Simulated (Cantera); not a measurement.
Input: 1 mol SiO₂, a varied amount of NF₃, held at 900 °C and 23.0 Pa.

Method: chemical equilibrium by Gibbs-energy minimisation in Cantera with the NASA 1993 tables (ideal gas, pure condensed phases). Candidate condensed phases: Si, SiO₂, Si₂N₂O, Si₃N₄; 28 gas species. The numbers say what is thermodynamically allowed, not how fast it happens.

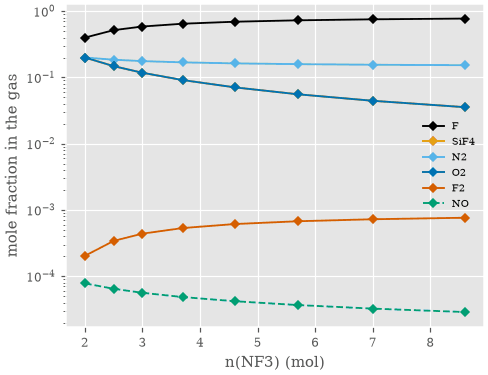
Figure. Equilibrium gas composition (values under 1e-9 drawn at 1e-9)

Task: Read off the mole fractions at 5.7 mol NF₃.

Result: F about 0.73, N₂ about 0.16, SiF₄ about 0.056, O₂ about 0.056, F₂ about 0.00068, NO about 3.7e-5.
